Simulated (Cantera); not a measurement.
Input: 1 mol C2H6, 0.011 mol O2, 1.7 mol H2, 0.081 mol H2O, at 1202 °C.

Method: chemical equilibrium by Gibbs-energy minimisation in Cantera with the NASA 1993 tables (ideal gas, pure condensed phases). Candidate condensed phases: C, C6H6, C7H8, C8H18, H2O; 110 gas species. The ideal-gas law is rough above about 30 bar. Kinetics and transport are ignored.

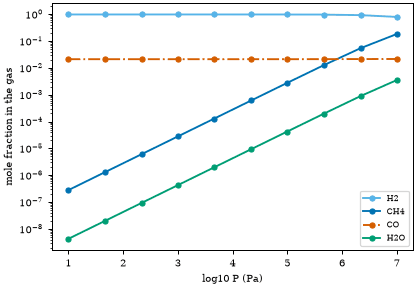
Fig. 1. Equilibrium gas composition (values under 1e-9 drawn at 1e-9)

From 10.0 Pa to 100 bar the condensed part is C(graphite). The main C-bearing gas is CO at 10.0 Pa and CH4 at 100 bar.
